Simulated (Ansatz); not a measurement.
The calculation's input:

```
crystal:
  periodic: [false, false, false]
  atoms:
    - {symbol: B, position_ang: [-1.470026, -2.933888, -1.504868]}
    - {symbol: Cl, position_ang: [-1.789749, -3.205610, 0.253601]}
    - {symbol: O, position_ang: [-1.279668, -1.709650, -1.970579]}
    - {symbol: Sn, position_ang: [-1.318290, -0.022708, -0.818427]}
    - {symbol: H, position_ang: [-1.442079, -3.913481, -2.207474]}
    - {symbol: H, position_ang: [-0.060166, -0.171910, 0.320789]}
    - {symbol: H, position_ang: [-2.882372, 0.086112, -0.151542]}
    - {symbol: H, position_ang: [-1.010643, 1.155269, -2.013068]}
basis:
  gaussian: {orbitals: def2-TZVPD}
magnetization: {spin_polarized: false, initial_magnetization: 0}
hamiltonian: {xc: pbe0}
output: {forces: true, orbitals: {seedname: orbitals}}
```

Run with:

```sh
ansatz run input.yaml --threads 1 --pin off --max-ram 2610MiB --events-out events.jsonl --progress --plain --runs-dir runs
```

Geometry: r2SCAN-D4/def2-SVP; core potentials replace the inner electrons of Sn.

Level of theory: isolated molecule in a Gaussian basis; Kohn-Sham density functional theory, functional PBE0 (Ansatz 0.2.0).

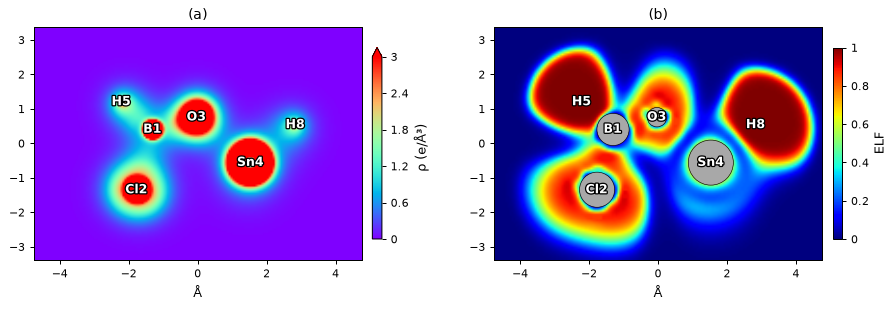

BClH$_{4}$OSn (SMILES ClB[O][SnH3]). (a) electron density; (b) ELF on the plane of atoms O3, B1 and H5. Grey discs cover the atomic cores in the ELF map.

**Read the bonding off the picture.**

- Atoms in the plane: B, Cl, O, Sn and H.
- B–O (1.32 Å): ρ at the midpoint is about 2.3 e/Å³; the ELF peaks at about 0.85 between the atoms: a polar covalent bond.
- B–Cl (1.81 Å): ρ at the midpoint is about 1.2 e/Å³; the ELF peaks at about 0.90 between the atoms, as expected for a polar covalent bond.
- Sn–O (2.04 Å): the density is about 0.68 e/Å³ at the midpoint; the ELF peaks at about 0.85 in the valence shell of O, 0.6 Å from its nucleus, and drops to about 0.15 between the two atoms.
- B–H (1.21 Å): ρ at the midpoint is about 1.3 e/Å³; the ELF climbs to about 1 towards the hydrogen, as it does in any bond to H (an ordinary covalent bond to hydrogen).
- Sn–H (1.71 Å): ρ is about 1.2 e/Å³ halfway; the ELF climbs to about 1 towards the hydrogen.
- The ELF also peaks beside Cl2 and O3, away from the bonds: lone-pair regions.
